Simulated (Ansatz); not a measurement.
The parent structure is CdSe in the wurtzite structure (space group P6_3mc, No. 186; a = 4.383 Å, c = 7.155 Å).

Now apply this change: 0.357 holes added to each cell, a density of 3.0×10^21 cm⁻³, with a uniform compensating background at fixed cell and a 300 K Fermi–Dirac width.

The values are results of PBE (Ansatz, an electronic-structure program, PAW, spin-orbit coupling left out), earlier PAW set, not measurements.

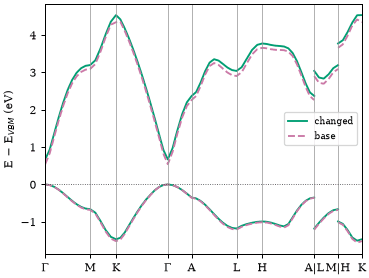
Figure: Highest valence and lowest conduction band along the path, each from its own valence-band maximum

Q: Read the changed gap and its character from the plot.

A: About 0.7 eV, direct at Γ.

Carriers are added with a uniform compensating background; total energy and stress of such cells depend on the potential's zero and are not compared; many-body gap narrowing is missing at this level. Stability against distortions was not tested.
